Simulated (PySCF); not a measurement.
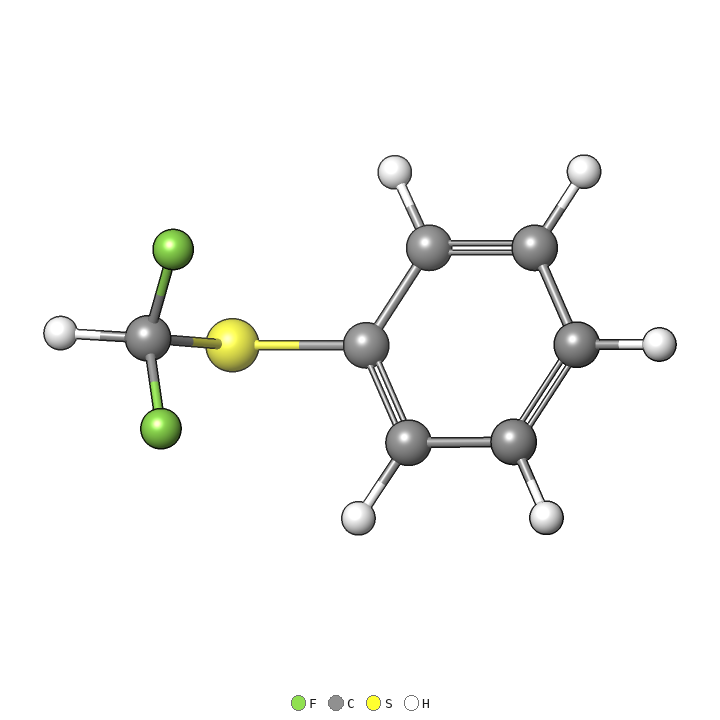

Ball-and-stick drawing of a structure. Multiple sticks mark multiple bonds (one Kekulé form).

Identify the structure.

It has 16 atoms: 7 carbon, 6 hydrogen, 2 fluorine and 1 sulfur (C₇H₆F₂S). Its SMILES string is `FC(F)Sc1ccccc1`. Independent rings (smallest set): 1 of 6 members, 1 of them aromatic. Among its groups: thioether, C–F bond. This geometry has C1 symmetry. Coordination: 1 C tetrahedral; 1 S bent; 6 C trigonal planar.

The parts below concern this one geometry. Atoms keep their numbers from picture to picture. The geometry was computed by an optimisation with PBE0-D3(BJ)/def2-SVP. No frequency run is at hand to confirm it as a minimum.

Geometry

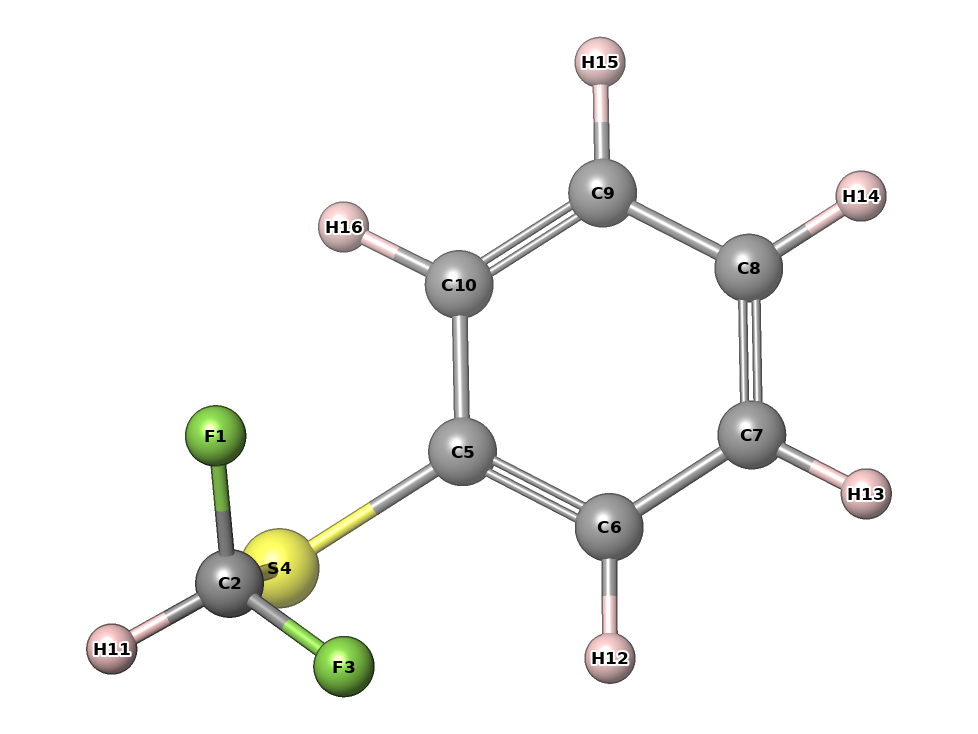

S4 lies behind C2. The molecule seen a little off the C2–S4 bond, C2 in front. Distant atoms are faded towards the background colour. No frequency run is at hand to confirm it as a minimum.

What is the torsion angle F1–C2–S4–C5? The sign is positive where the front bond must turn clockwise to cover the back bond.

57°, synclinal (gauche).

Electronic properties

No frequency run is at hand to confirm it as a minimum. Properties computed with PBE0/def2-SVPD, gas phase (PySCF 2.14.0). Excitations: vertical, linear response.

Predict the main results.

- dipole moment: 1.00 D
- HOMO energy (Kohn–Sham orbital): −7.33 eV
- LUMO energy (Kohn–Sham orbital): −0.99 eV
- HOMO–LUMO gap: 6.33 eV
- mean static polarisability: 102.7 bohr³
- lowest vertical singlet excitation: 5.11 eV
- its oscillator strength: 0.021
- brightest of the 10 lowest singlets: 6.76 eV
- its oscillator strength: 0.37

Charges

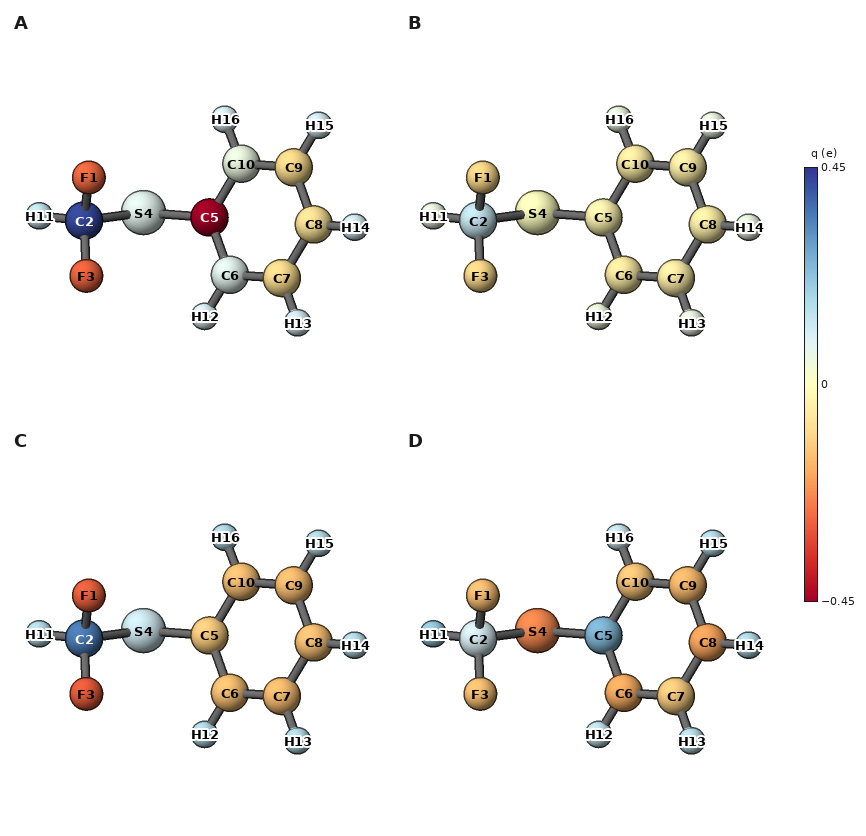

Atomic charges of one calculation by 4 schemes, on one colour scale. No frequency run is at hand to confirm it as a minimum. Computed with PBE0/pcSseg-1 (PySCF 2.14.0).

The schemes are ESP-fitted, Hirshfeld, IAO, Mulliken. Which panel shows which?

A Mulliken, B Hirshfeld, C IAO, D ESP-fitted.

List the charges (e), one line for each set of equivalent atoms.

| atom | Mulliken | Hirshfeld | IAO | ESP-fitted |
| --- | --- | --- | --- | --- |
| F1 | −0.27 | −0.10 | −0.28 | −0.14 |
| C2 | 0.42 | 0.13 | 0.34 | 0.10 |
| F3 | −0.28 | −0.10 | −0.29 | −0.14 |
| S4 | 0.08 | 0.00 | 0.11 | −0.23 |
| C5 | −0.45 | −0.03 | −0.12 | 0.24 |
| C6 | 0.07 | −0.05 | −0.14 | −0.17 |
| C7 | −0.09 | −0.04 | −0.15 | −0.12 |
| C8 | −0.08 | −0.04 | −0.14 | −0.19 |
| C9 | −0.09 | −0.04 | −0.15 | −0.15 |
| C10 | 0.05 | −0.05 | −0.14 | −0.13 |
| H11 | 0.13 | 0.05 | 0.15 | 0.21 |
| H12 | 0.09 | 0.05 | 0.16 | 0.14 |
| H13 | 0.11 | 0.05 | 0.16 | 0.15 |
| H14 | 0.10 | 0.05 | 0.16 | 0.16 |
| H15 | 0.11 | 0.05 | 0.16 | 0.15 |
| H16 | 0.09 | 0.05 | 0.16 | 0.12 |

NMR shielding

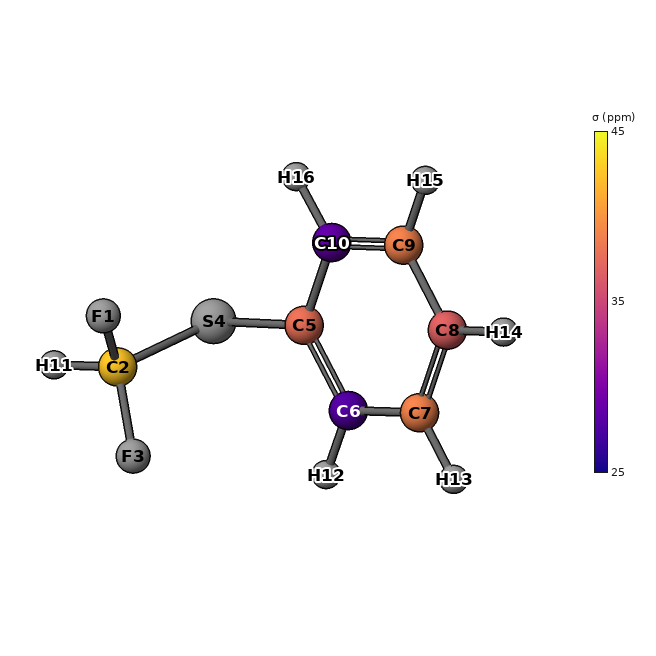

Atoms are coloured by their isotropic NMR shieldings (C only, the others grey). No frequency run is at hand to confirm it as a minimum. Level of theory: GIAO WP04/pcSseg-1 NMR shielding, non-relativistic, gas phase (PySCF 2.14.0).

Which C atom is the most shielded (lowest chemical shift)?

C2 (42.6 ppm).

Which C atom is the least shielded (highest chemical shift)?

C6 (27.9 ppm).

How wide is the range of C shifts?

14.7 ppm.

List the isotropic NMR shieldings of the C atoms.

```tsv
atom	σ (ppm)
C2	42.6
C5	37.9
C6	27.9
C7	39.0
C8	36.8
C9	38.9
C10	28.6
```

Mulliken values depend strongly on the basis set and can even reverse the polarity of a bond.
